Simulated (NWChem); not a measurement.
# One shape, several levels: C4H6 (SMILES C=CC=C)

Aim: a comparison of 6 runs (BLYP/6-31G*, M06-L/6-31G*, SVWN5/6-31G*, TPSS/6-31G*, revPBE/6-31G*, CCSD(T)/6-31G*) of C4H6. 

The results are computed with NWChem 7.3.0.

## (1) The molecule

C4H6 has 10 atoms, charge 0, and is taken as a singlet. SMILES: `C=CC=C`. Geometry: relaxed at PBE0-D4/def2-TZVP. This is one conformer, not always the lowest.

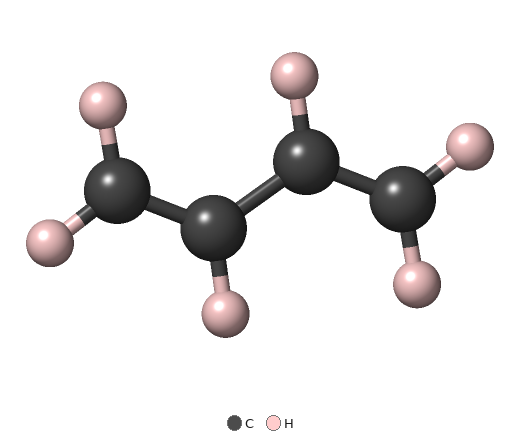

The structure, seen from a chosen angle (carbon dark grey, hydrogen pink).

## (2) Energy and forces at BLYP/6-31G(d) (spherical functions) (run 1)

The input, job.nw:

```
start job
title "C4H6 gradient"
memory stack 880 mb heap 220 mb global 1100 mb

geometry noautosym nocenter noautoz
  C     -1.238700     0.817200    -1.071400
  C     -0.552400     0.453400     0.010700
  C      0.569100    -0.463500    -0.010200
  C      1.255300    -0.827500     1.072000
  H     -0.984700     0.433100    -2.054200
  H     -2.072000     1.506400    -1.011400
  H     -0.830800     0.855200     0.982800
  H      0.847600    -0.865200    -0.982300
  H      1.001000    -0.443600     2.054900
  H      2.088600    -1.516600     1.012000
end

basis spherical bse
  * library 6-31G*
end

dft
  xc becke88 lyp
  grid xfine
  convergence energy 1e-08
  maxiter 100
  mulliken
  noprint "final vectors analysis"
end

task dft gradient
```

The run is started by

```sh
$ nwchem job.nw > job.out
```

The log of the run:

```text
[...]
          Wavefunction type:  closed shell.
          No. of atoms     :    10
          No. of electrons :    30
[...]
          Charge           :     0
          Spin multiplicity:     1
[...]
          AO basis - number of functions:    68
[...]
              XC Information
              --------------
                    Becke 1988 Exchange Functional  1.000
              Lee-Yang-Parr Correlation Functional  1.000
[...]
 d= 0,ls=0.0,diis     1   -155.8573693465 -2.60D+02  1.07D-02  3.66D-01     6.6
[...]
 d= 0,ls=0.0,diis    10   -155.8984464216 -1.82D-10  1.51D-07  1.41D-10    53.2
         Total DFT energy =     -155.898446421627
      One electron energy =     -414.370501508245
           Coulomb energy =      178.176052343104
    Exchange-Corr. energy =      -23.845009828270
 Nuclear repulsion energy =      104.141012571784
[...]
      Total Density - Mulliken Population Analysis
     ---------------------------------------------
    Atom       Charge   Shell Charges
 -----------   ------   -------------------------------------------------------
    1 C    6     6.32   2.00  0.69  2.08  0.57  0.95  0.03
    2 C    6     6.02   2.00  0.70  2.09  0.46  0.74  0.03
    3 C    6     6.02   2.00  0.70  2.09  0.46  0.74  0.03
    4 C    6     6.32   2.00  0.69  2.08  0.57  0.95  0.03
    5 H    1     0.88   0.53  0.35
    6 H    1     0.88   0.53  0.34
    7 H    1     0.90   0.54  0.37
    8 H    1     0.90   0.54  0.37
    9 H    1     0.88   0.53  0.35
   10 H    1     0.88   0.53  0.34
[...]
  wavefunction    = closed shell
                         DFT ENERGY GRADIENTS
    atom               coordinates                        gradient
                 x          y          z           x          y          z
   1 C      -2.340804   1.544284  -2.024652    0.008722  -0.004895   0.012170
   2 C      -1.043885   0.856802   0.020220   -0.005707   0.002717  -0.010728
   3 C       1.075443  -0.875888  -0.019275    0.005657  -0.002688   0.010641
   4 C       2.372173  -1.563748   2.025786   -0.008616   0.004818  -0.012145
   5 H      -1.860813   0.818440  -3.881875   -0.000705   0.001749   0.006568
   6 H      -3.915512   2.846683  -1.911269    0.005501  -0.004341   0.000778
   7 H      -1.569984   1.616094   1.857223    0.001478  -0.002330  -0.006233
   8 H       1.601732  -1.634991  -1.856278   -0.001483   0.002329   0.006240
   9 H       1.891616  -0.838282   3.883198    0.000684  -0.001730  -0.006513
  10 H       3.946882  -2.865958   1.912403   -0.005531   0.004370  -0.000778
[...]
```

It took 61 s on 1 thread of Intel Xeon Platinum 8259CL at 2.50GHz (Skylake/Cascade Lake), shared host; peak memory 0.14 GiB.

## (3) Energy and gradient at M06-L/6-31G(d) (spherical functions) (run 2)

The input, run.py:

```python
from ase import Atoms
from ase.calculators.nwchem import NWChem

mol = Atoms(['C', 'C', 'C', 'C', 'H', 'H', 'H', 'H', 'H', 'H'], positions=[
    [-1.238700, 0.817200, -1.071400],
    [-0.552400, 0.453400, 0.010700],
    [0.569100, -0.463500, -0.010200],
    [1.255300, -0.827500, 1.072000],
    [-0.984700, 0.433100, -2.054200],
    [-2.072000, 1.506400, -1.011400],
    [-0.830800, 0.855200, 0.982800],
    [0.847600, -0.865200, -0.982300],
    [1.001000, -0.443600, 2.054900],
    [2.088600, -1.516600, 1.012000],
])

calc = NWChem(
    label='c4h6',
    theory='dft',
    memory='2200 mb',
    basis='6-31G*',
    basispar='spherical bse',
    dft={'xc': 'm06-l', 'mult': '1', 'grid': 'xfine', 'convergence': 'energy 1e-08', 'iterations': '100', 'mulliken': None},
)
mol.calc = calc

forces = mol.get_forces()
print(f"energy = {mol.get_potential_energy():.6f} eV")
print("forces (eV/A):")
for s, f in zip(mol.symbols, forces):
    print(f"{s:2s} {f[0]:10.5f} {f[1]:10.5f} {f[2]:10.5f}")
print("dipole (e A):", mol.get_dipole_moment().round(4))
```

The run is started by

```sh
$ export ASE_NWCHEM_COMMAND="nwchem PREFIX.nwi > PREFIX.nwo"
$ python run.py
```

The log of the run:

```text
energy = -4243.783527 eV
forces (eV/A):
C    -0.18250    0.11241   -0.19679
C     0.29887   -0.21649    0.15031
C    -0.29537    0.21438   -0.14408
C     0.17658   -0.10804    0.19515
H     0.00761   -0.03188   -0.14527
H    -0.10989    0.08156   -0.04484
H    -0.02787    0.05111    0.15699
H     0.02803   -0.05111   -0.15781
H    -0.00632    0.03070    0.14156
H     0.11081   -0.08258    0.04479
dipole (e A): [ 0.0002 -0.0002  0.0003]
```

The calculator wrote c4h6.nwi:

```
title "c4h6"

permanent_dir c4h6

scratch_dir c4h6

start c4h6

geometry units angstrom nocenter noautosym noautoz
  C  -1.2386999999999999e+00 8.1720000000000004e-01 -1.0713999999999999e+00
  C  -5.5240000000000000e-01 4.5340000000000003e-01 1.0699999999999999e-02
  C  5.6910000000000005e-01 -4.6350000000000002e-01 -1.0200000000000001e-02
  C  1.2553000000000001e+00 -8.2750000000000001e-01 1.0720000000000001e+00
  H  -9.8470000000000002e-01 4.3309999999999998e-01 -2.0541999999999998e+00
  H  -2.0720000000000001e+00 1.5064000000000000e+00 -1.0114000000000001e+00
  H  -8.3079999999999998e-01 8.5519999999999996e-01 9.8280000000000001e-01
  H  8.4760000000000002e-01 -8.6519999999999997e-01 -9.8229999999999995e-01
  H  1.0009999999999999e+00 -4.4359999999999999e-01 2.0548999999999999e+00
  H  2.0886000000000000e+00 -1.5165999999999999e+00 1.0120000000000000e+00
end

memory 2200 mb

basis spherical bse noprint
   * library 6-31G*
end

dft
  xc m06-l
  mult 1
  grid xfine
  convergence energy 1e-08
  iterations 100
  mulliken
end

task dft gradient
```

c4h6.nwo:

```text
Northwest Computational Chemistry Package (NWChem) 7.3.0
             --------------------------------------------------------

           Job information
           ---------------

    nwchem branch   = 7.3.0
    use scalapack   = T
    input           = c4h6.nwi
    prefix          = c4h6.
    data base       = c4h6/c4h6.db
    status          = startup
    nproc           =        1

           Memory information
           ------------------

    heap     =     72089600 doubles =      550.0 Mbytes
    stack    =     72089597 doubles =      550.0 Mbytes
    global   =    144179200 doubles =     1100.0 Mbytes (distinct from heap & stack)
    total    =    288358397 doubles =     2200.0 Mbytes
    verify   = yes
    hardfail = no

[... 103 lines left out ...]
  convergence criterion.
[... 36 lines left out ...]
          Spatial weights used:  Erf1
[... 72 lines left out ...]
         Total DFT energy =     -155.956169361997
[... 3 lines left out ...]
 Nuclear repulsion energy =      104.141012571784
[... 548 lines left out ...]
          Convergence on gradient requested:  5.00D-04
[... 23 lines left out ...]
          total energy or number of iterations.
[... 26 lines left out ...]
                         DFT ENERGY GRADIENTS

    atom               coordinates                        gradient
                 x          y          z           x          y          z
   1 C      -2.340804   1.544284  -2.024652    0.003549  -0.002186   0.003827
   2 C      -1.043885   0.856802   0.020220   -0.005812   0.004210  -0.002923
   3 C       1.075443  -0.875888  -0.019275    0.005744  -0.004169   0.002802
[... 6 lines of this table left out ...]
  10 H       3.946882  -2.865958   1.912403   -0.002155   0.001606  -0.000871

                 ----------------------------------------
                 |  Time  |  1-e(secs)   |  2-e(secs)   |
                 ----------------------------------------
                 |  CPU   |       0.02   |       1.21   |
                 ----------------------------------------
                 |  WALL  |       0.02   |       1.21   |
                 ----------------------------------------

 Task  times  cpu:       66.6s     wall:       66.6s
 Total times  cpu:       66.6s     wall:       66.6s
```

It took 68 s on 1 thread of Intel Xeon Platinum 8259CL at 2.50GHz (Skylake/Cascade Lake), shared host; peak memory 0.14 GiB.

Run 3 isn't shown in full; the table further down has it.

## (4) Energy and forces at TPSS/6-31G(d) (spherical functions) (run 4)

The input, run.py:

```python
from ase import Atoms
from ase.calculators.nwchem import NWChem

molecule = Atoms(['C', 'C', 'C', 'C', 'H', 'H', 'H', 'H', 'H', 'H'], positions=[
    [-1.238700, 0.817200, -1.071400],
    [-0.552400, 0.453400, 0.010700],
    [0.569100, -0.463500, -0.010200],
    [1.255300, -0.827500, 1.072000],
    [-0.984700, 0.433100, -2.054200],
    [-2.072000, 1.506400, -1.011400],
    [-0.830800, 0.855200, 0.982800],
    [0.847600, -0.865200, -0.982300],
    [1.001000, -0.443600, 2.054900],
    [2.088600, -1.516600, 1.012000],
])

calc = NWChem(
    label='mol',
    theory='dft',
    memory='2200 mb',
    basis='6-31G*',
    basispar='spherical bse',
    dft={'xc': 'xtpss03 ctpss03', 'mult': '1', 'grid': 'xfine', 'convergence': 'energy 1e-08', 'iterations': '100', 'mulliken': None},
)
molecule.calc = calc

forces = molecule.get_forces()
print("Total energy (eV):", round(molecule.get_potential_energy(), 6))
print("forces (eV/A):")
for s, f in zip(molecule.symbols, forces):
    print(f"{s:2s} {f[0]:10.5f} {f[1]:10.5f} {f[2]:10.5f}")
print("dipole (e A):", molecule.get_dipole_moment().round(4))
```

The run is started by

```sh
$ export ASE_NWCHEM_COMMAND="nwchem PREFIX.nwi > PREFIX.nwo"
$ python run.py
```

The log of the run:

```text
Total energy (eV): -4245.3927
forces (eV/A):
C    -0.40670    0.22348   -0.59315
C     0.25495   -0.10305    0.58138
C    -0.25238    0.10151   -0.57675
C     0.40119   -0.21952    0.59182
H     0.00365   -0.03702   -0.19175
H    -0.15833    0.12120   -0.04386
H    -0.03702    0.06052    0.16748
H     0.03733   -0.06047   -0.16784
H    -0.00252    0.03605    0.18887
H     0.15987   -0.12269    0.04386
dipole (e A): [-0. -0. -0.]
```

The calculator wrote mol.nwi:

```
title "mol"

permanent_dir mol

scratch_dir mol

start mol

geometry units angstrom nocenter noautosym noautoz
  C  -1.2386999999999999e+00 8.1720000000000004e-01 -1.0713999999999999e+00
  C  -5.5240000000000000e-01 4.5340000000000003e-01 1.0699999999999999e-02
  C  5.6910000000000005e-01 -4.6350000000000002e-01 -1.0200000000000001e-02
  C  1.2553000000000001e+00 -8.2750000000000001e-01 1.0720000000000001e+00
  H  -9.8470000000000002e-01 4.3309999999999998e-01 -2.0541999999999998e+00
  H  -2.0720000000000001e+00 1.5064000000000000e+00 -1.0114000000000001e+00
  H  -8.3079999999999998e-01 8.5519999999999996e-01 9.8280000000000001e-01
  H  8.4760000000000002e-01 -8.6519999999999997e-01 -9.8229999999999995e-01
  H  1.0009999999999999e+00 -4.4359999999999999e-01 2.0548999999999999e+00
  H  2.0886000000000000e+00 -1.5165999999999999e+00 1.0120000000000000e+00
end

memory 2200 mb

basis spherical bse noprint
   * library 6-31G*
end

dft
  xc xtpss03 ctpss03
  mult 1
  grid xfine
  convergence energy 1e-08
  iterations 100
  mulliken
end

task dft gradient
```

mol.nwo:

```text
Northwest Computational Chemistry Package (NWChem) 7.3.0
             --------------------------------------------------------

           Job information
           ---------------

    nwchem branch   = 7.3.0
    use scalapack   = T
    input           = mol.nwi
    prefix          = mol.
    data base       = mol/mol.db
    status          = startup
    nproc           =        1

           Memory information
           ------------------

    heap     =     72089600 doubles =      550.0 Mbytes
    stack    =     72089597 doubles =      550.0 Mbytes
    global   =    144179200 doubles =     1100.0 Mbytes (distinct from heap & stack)
    total    =    288358397 doubles =     2200.0 Mbytes
    verify   = yes
    hardfail = no

[... 103 lines left out ...]
  convergence criterion.
[... 35 lines left out ...]
          Spatial weights used:  Erf1
[... 68 lines left out ...]
         Total DFT energy =     -156.015305369830
[... 3 lines left out ...]
 Nuclear repulsion energy =      104.141012571784
[... 549 lines left out ...]
          Convergence on gradient requested:  5.00D-04
[... 22 lines left out ...]
          total energy or number of iterations.
[... 26 lines left out ...]
                         DFT ENERGY GRADIENTS

    atom               coordinates                        gradient
                 x          y          z           x          y          z
   1 C      -2.340804   1.544284  -2.024652    0.007909  -0.004346   0.011535
   2 C      -1.043885   0.856802   0.020220   -0.004958   0.002004  -0.011306
   3 C       1.075443  -0.875888  -0.019275    0.004908  -0.001974   0.011216
[... 6 lines of this table left out ...]
  10 H       3.946882  -2.865958   1.912403   -0.003109   0.002386  -0.000853

                 ----------------------------------------
                 |  Time  |  1-e(secs)   |  2-e(secs)   |
                 ----------------------------------------
                 |  CPU   |       0.01   |       1.20   |
                 ----------------------------------------
                 |  WALL  |       0.01   |       1.20   |
                 ----------------------------------------

 Task  times  cpu:       56.3s     wall:       56.3s
 Total times  cpu:       56.4s     wall:       56.4s
```

It took 58 s on 1 thread of Intel Xeon Platinum 8259CL at 2.50GHz (Skylake/Cascade Lake), shared host; peak memory 0.14 GiB.

Run 5 isn't shown in full; the table further down has it.

## (5) The energy at CCSD(T)/6-31G(d) (spherical functions) (run 6)

The input, c4h6.nw:

```
echo
start c4h6
title "C4H6 ccsd(t)"
memory 2200 mb

geometry units angstroms noautosym nocenter noautoz
 C       -1.238700       0.817200      -1.071400
 C       -0.552400       0.453400       0.010700
 C        0.569100      -0.463500      -0.010200
 C        1.255300      -0.827500       1.072000
 H       -0.984700       0.433100      -2.054200
 H       -2.072000       1.506400      -1.011400
 H       -0.830800       0.855200       0.982800
 H        0.847600      -0.865200      -0.982300
 H        1.001000      -0.443600       2.054900
 H        2.088600      -1.516600       1.012000
end

basis spherical bse
 * library 6-31G*
end

scf
 thresh 1e-08
 maxiter 80
end

ccsd
 freeze core 4
 maxiter 60
end

task ccsd(t)
```

The run is started by

```sh
$ nwchem c4h6.nw > c4h6.out
```

The log of the run:

```text
[...]
  functions       =    68
[...]
  wavefunction    = RHF
[...]
         Total SCF energy =   -154.918252802704
      One-electron energy =   -413.750193854875
      Two-electron energy =    154.690928480387
 Nuclear repulsion energy =    104.141012571784
        Time for solution =     11.4s
[...]
 Total MP2 energy:           -155.416469073758066
[...]
             energy      energy      error      ampl     ampl      Block
                                                time     time      time
[...]
 Total CCSD energy:           -155.460563238268861
[...]
 Total CCSD+T(CCSD) energy:           -155.481583734023559
[...]
 Total CCSD(T) energy:                -155.480741390892547
[...]
```

It took 93 s on 1 thread of Intel Xeon Platinum 8259CL at 2.50GHz (Skylake/Cascade Lake), shared host; peak memory 0.17 GiB.

## (6) All runs side by side

| run | level | task | integration grid | energy (Eh) | dipole moment (D) | largest force (eV/Å) | wall time |
| --- | --- | --- | --- | --- | --- | --- | --- |
| 1 | BLYP/6-31G* (spherical functions) | gradient | xfine | -155.898446 | 0.00 | 0.810 | 61 s |
| 2 | M06-L/6-31G* (spherical functions) | gradient | xfine | -155.956169 | 0.00 | 0.398 | 68 s |
| 3 | SVWN5/6-31G* (spherical functions) | gradient | xfine | -154.494436 | 0.00 | 0.725 | 25 s |
| 4 | TPSS/6-31G* (spherical functions) | gradient | xfine | -156.015305 | 0.00 | 0.753 | 58 s |
| 5 | revPBE/6-31G* (spherical functions) | gradient | xfine | -155.938407 | 0.00 | 0.875 | 49 s |
| 6 | CCSD(T)/6-31G* (spherical functions) | energy | – | -155.480741 | – | – | 93 s |

## (7) What came out

| quantity | value |
| --- | --- |
| run 6: total energy | -155.48074 Eh |
| run 6: HOMO energy (Hartree–Fock orbitals) | -8.65 eV |
| run 6: LUMO energy (Hartree–Fock orbitals) | 3.52 eV |
| run 6: HOMO–LUMO gap (Hartree–Fock orbitals) | 12.17 eV |
| run 6: correlation energy (4 core orbitals frozen) | -562.5 mEh |
| run 6: (T) correction | -20.18 mEh |

Over runs 2, 3, 4, 5 the HOMO–LUMO gap runs from 4.08 eV (SVWN5/6-31G*) to 4.42 eV (M06-L/6-31G*). Totals of different functionals can't be ranked against each other. All runs together took 5.9 min, the longest 93 s.
